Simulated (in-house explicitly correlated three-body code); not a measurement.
Two electrons around a point charge Z = 0.955. Computed variationally in 260 exponentially correlated functions with an in-house code, non-relativistic, converged to about 10⁻⁷ hartree. Wanted, and plotted below: the distribution of the distance r₁₂ between the electrons in the ground state (one pair, times 4πr₁₂²) and its difference from that of the Kohn-Sham determinant with the same density, the Coulomb hole.

The pair density peaks near r₁₂ = 3.5 bohr, and ⟨r₁₂⟩ = 5.123 bohr. Correlation takes weight from short distances: the hole is deepest (−0.067 bohr⁻¹) near 1.4 bohr and first changes sign near 3.0 bohr, moving 11 % of the pair outwards. The mean cosine of the angle between the electrons is −0.103, and the density-functional correlation energy is −43.73 millihartree.

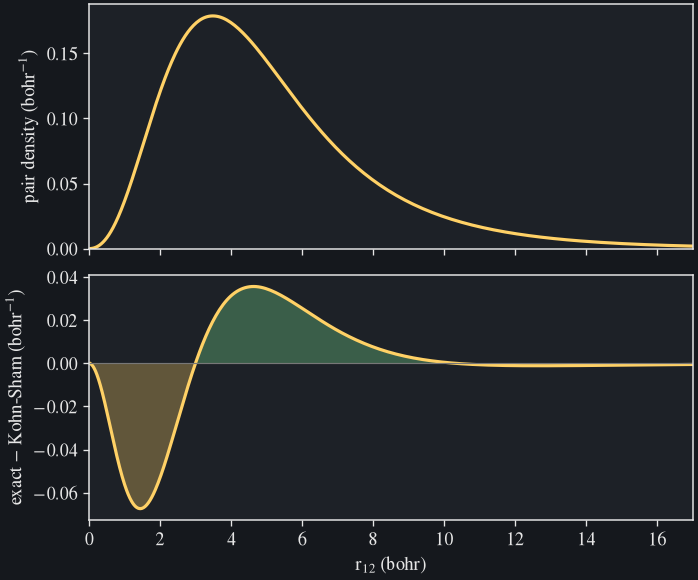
